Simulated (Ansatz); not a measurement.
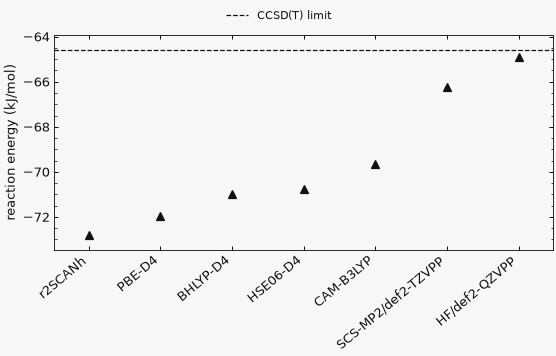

Electronic reaction energy of BSbH₄O (O[BH][SbH2]) + SiH₄S ([SiH3]S) → BSiH₅SO (OBS[SiH3]) + SbH₃ ([SbH3]) (SMILES in brackets) at several levels (functionals in def2-TZVPP unless a basis is named), isolated molecules at PBE0-D4 triple-zeta geometries, minima by their frequencies, no zero-point or thermal terms, the Ansatz code. The line is frozen-core CCSD(T) at the basis limit (MP2 extrapolated from triple and quadruple zeta, plus CCSD(T) less MP2 in a smaller set). No dispersion term is added to r2SCANh and CAM-B3LYP. The distance of SCS-MP2/def2-TZVPP to the limit includes basis error. Core potentials past Kr.

**What do zero-point energy and temperature add?**

Zero-point change −1.4 kJ/mol; at 298.15 K and 1 bar the CCSD(T) limit plus thermal terms gives an enthalpy of reaction of −66.1 and a free energy of −60.7 kJ/mol (harmonic PBE0-D4 modes, ideal gas).

**Which level comes closest to the line (CCSD(T) limit), and which misses most?**

Closest HF/def2-QZVPP (−64.9 kJ/mol), against −64.6 kJ/mol; farthest r2SCANh (−72.8 kJ/mol).

Note: outer-core shells are correlated without core-valence functions, which makes the correlated values less sure; spin-orbit coupling is left out, and with Sb it can shift these values; one conformer of each flexible molecule.
